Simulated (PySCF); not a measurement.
C$_{4}$H$_{4}$N$_{2}$ (SMILES c1ccnnc1)

Input file:

```
{"job": {"kind": "uv", "xc": "PBE0", "basis": "def2-SVPD", "nstates": 5, "ntriplets": 0}, "charge": 0, "multiplicity": 1}
C      0.508100     0.771100     0.119300
C     -0.865100     0.761800     0.068500
C     -1.440700    -0.500700    -0.041300
N     -0.743300    -1.606500     0.089100
N      0.540100    -1.584500     0.175100
C      1.196800    -0.440400     0.095000
H      1.045800     1.733800     0.111400
H     -1.440000     1.645800    -0.072900
H     -2.427100    -0.810900    -0.154200
H      2.284300    -0.562800     0.074000
```

Run with:

```sh
OMP_NUM_THREADS=1 python probes_run.py task.json out
```

Geometry: GFN2-xTB, MD frame at 250 fs, 300 K.

All numbers below come from PBE0/def2-SVPD, SCF density, gas phase (PySCF).

Predict the electron density and electron localisation function between the atoms.

N–N (1.29 Å): ρ at the midpoint is about 2.9 e/Å³; the ELF peaks at about 0.90 between the atoms; a covalent bond.
C–N (1.31 Å): ρ at the midpoint is about 2.6 e/Å³; the ELF peaks at about 0.90 between the atoms, as expected for a covalent bond.
C–C (1.37 Å): the density is about 2.1 e/Å³ at the midpoint; the ELF peaks at about 0.95 between the atoms: localised, covalent bonding.
C–H (1.04 Å): ρ at the midpoint is about 2.2 e/Å³; the ELF climbs to about 1 towards the hydrogen, as it does in any bond to H; an ordinary covalent bond to hydrogen.

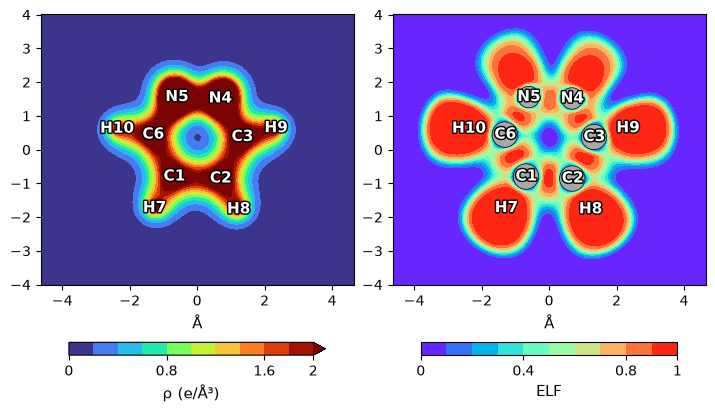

Computed electron density and electron localisation function on the molecular plane, in this order. Grey discs cover the atomic cores in the ELF map. 
